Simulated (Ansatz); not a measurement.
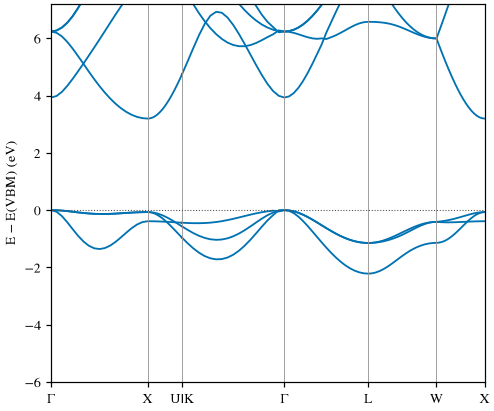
*Band structure from plane-wave PAW PBEsol (Ansatz code)*

### Question
Read off the gap and where the band edges lie.

### Answer
About 3.2 eV (3.20 eV by a search for the band edges); maximum at Γ, minimum at X.

The material is SrO (rock salt, Fm-3m).

Symmetry was held in the PBEsol relaxation. Scalar-relativistic: spin–orbit coupling is off unless named, which matters more the heavier the elements.

Potentials: the later of the program's two PAW sets.
